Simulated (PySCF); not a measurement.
# C$_{8}$H$_{8}$N: EPR calculation

The run: EPR calculation of C$_{8}$H$_{8}$N, multiplicity 2. Method and program: UKS B3LYP, pcH-1 on C H N, non-relativistic, mean-field spin-orbit, GIAO (PySCF 2.14.0).

It belongs to a series of runs on one base structure; here: X = H replaced by CH=NMe.

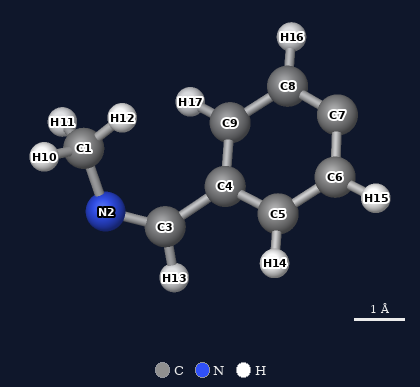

**Figure 1.** The structure (ball-and-stick view, seen at a tilt; atoms are numbered from 1 in the order of the input). Bond lengths as drawn: C–C 1.36 to 1.48 Å, C–H 1.08 to 1.10 Å and C–N 1.26 to 1.43 Å.

**Key numbers**

- outcome: converged
- total energy: −364.330867 hartree
- ⟨S²⟩: 0.757
- isotropic g: 2.0022
- hardware: 1 CPU thread, shared host
- wall time: 94 s
- peak memory: 1.1 GiB

**Input file**
```
{"job": {"kind": "epr", "basis": "pcH-1"}, "charge": 0, "multiplicity": 2}
C      2.299381     0.864525    -0.673540
N      2.332628    -0.364836     0.055097
C      1.311842    -0.923220     0.531347
C     -0.102069    -0.492041     0.508475
C     -1.078331    -1.428002     0.177969
C     -2.418731    -1.056793     0.129484
C     -2.730645     0.234391     0.443573
C     -1.817122     1.182889     0.796783
C     -0.473859     0.811400     0.821333
H      2.970055     0.749277    -1.526464
H      2.707708     1.654829    -0.040719
H      1.304318     1.160788    -1.025370
H      1.488228    -1.883180     1.010871
H     -0.793573    -2.443443    -0.060686
H     -3.172920    -1.780102    -0.142106
H     -2.104084     2.191674     1.052988
H      0.270176     1.533875     1.124335
```

The first line tells a small driver script what to run in PySCF; the rest is the geometry in Å.

Command:
```bash
OMP_NUM_THREADS=1 python <driver script> task.json out
```

**The program's output**
```
UKS, coarse grid
  cycle   1  E = -364.27796963  |g| = 3.13e-01
  cycle   2  E = -364.24983793  |g| = 4.16e-01
  cycle   3  E = -364.32438335  |g| = 1.19e-01
  cycle   4  E = -364.32996329  |g| = 4.20e-02
  cycle   5  E = -364.33076724  |g| = 1.31e-02
  cycle   6  E = -364.33085401  |g| = 6.23e-03
  cycle   7  E = -364.33088248  |g| = 2.04e-03
  cycle   8  E = -364.33088904  |g| = 1.25e-03
  cycle   9  E = -364.33089284  |g| = 5.23e-04
UKS, final grid
  cycle   1  E = -364.33086619  |g| = 4.76e-04
  cycle   2  E = -364.33086642  |g| = 5.85e-04
  cycle   3  E = -364.33086664  |g| = 1.87e-04
  cycle   4  E = -364.33086676  |g| = 1.97e-04
  cycle   5  E = -364.33086682  |g| = 5.30e-05
  cycle   6  E = -364.33086682  |g| = 1.54e-05
E = -364.33086682 Eh   <S^2> = 0.7572 (exact 0.7500)
g shifts (ppm)      1          2          3
  rmc          -162       -162       -162
  gc             29         10        -51
  oz_so        -672        -44        958
  total        -806       -196        744
hyperfine (MHz)  atom isotope    a_iso     a_fc   dipolar eigenvalues
    0   13C       0.27       0.27     -0.17     -0.12      0.29
    1   14N      -0.45      -0.45     -0.79      0.33      0.46
    2   13C       4.42       4.42     -0.68      0.25      0.43
    3   13C      -7.11      -7.11     -6.26      2.24      4.02
    4   13C      48.70      48.70     -6.38     -2.02      8.40
    5   13C      16.09      16.09    -13.86     -2.35     16.22
    6   13C     412.18     412.18    -79.21    -62.25    141.46
    7   13C      15.95      15.95    -13.96     -2.33     16.29
    8   13C      48.34      48.34     -6.47     -2.10      8.57
    9    1H      -0.13      -0.13     -0.39     -0.28      0.66
   10    1H      -1.01      -1.01     -0.53     -0.40      0.93
   11    1H       0.27       0.27     -1.00     -0.71      1.71
   12    1H      -1.82      -1.82     -0.80     -0.45      1.25
   13    1H      14.15      14.15     -3.10     -2.27      5.37
   14    1H      56.06      56.06     -6.93     -5.75     12.68
   15    1H      56.01      56.01     -6.93     -5.74     12.67
   16    1H      14.59      14.59     -3.14     -2.26      5.40
```

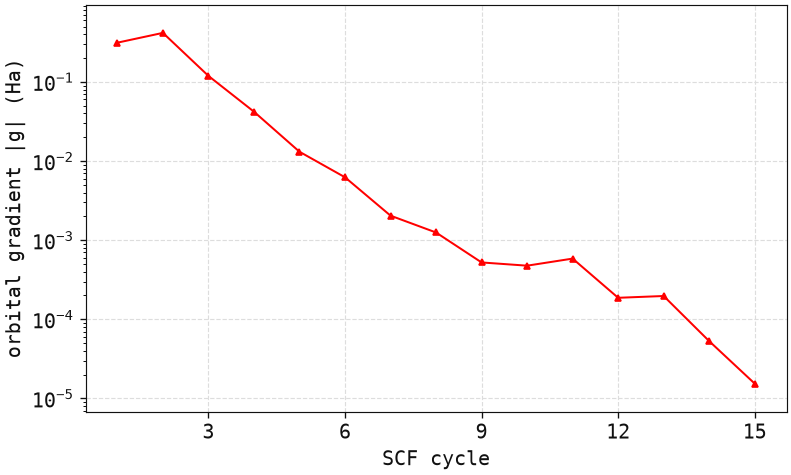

**Figure 2.** Convergence of the self-consistent field: orbital gradient |g| against the SCF cycle. All cycles printed in the log are drawn one after another.

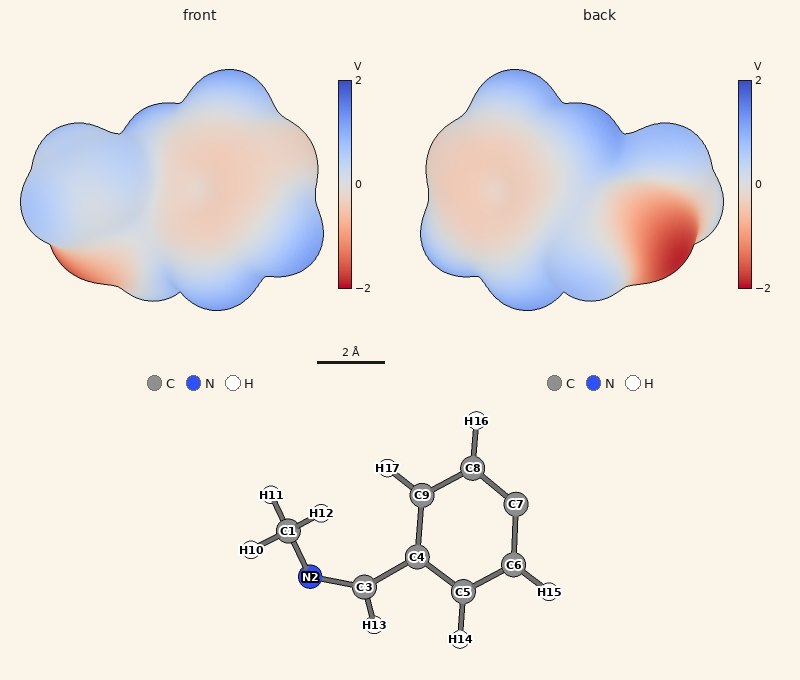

**Figure 3.** The electrostatic potential painted on the density surface at 0.002 e/bohr³, seen face on and from behind; red is negative and blue positive. The bare structure is drawn below in the same view. A positive charge is drawn to the negative regions and a negative charge to the positive ones.

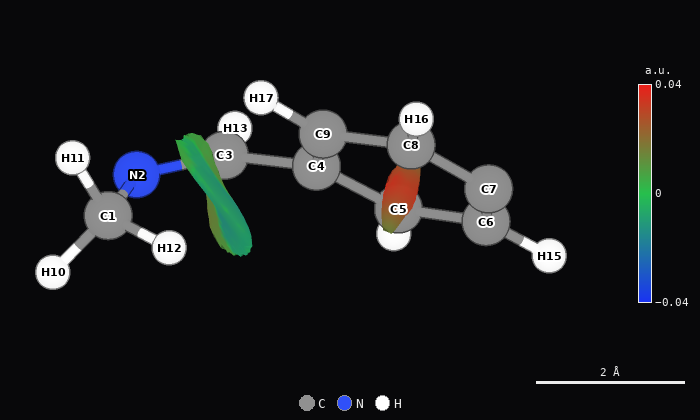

**Figure 4.** Non-covalent interaction (NCI) plot: the surface where the reduced density gradient is 0.6, for densities under 0.05 a.u., coloured by sign(λ₂)ρ; seen from the side.

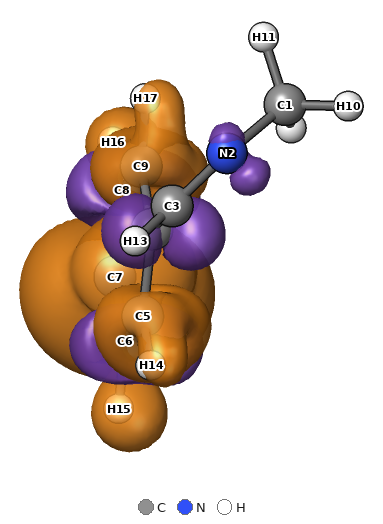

**Figure 5.** Isosurfaces of the spin density (α minus β) at +0.006 (orange) and −0.006 e/Å³ (purple), seen at an oblique angle. The unpaired spin (1 electron) lies mostly on C7 (about 0.8), in electrons by Hirshfeld's partition.
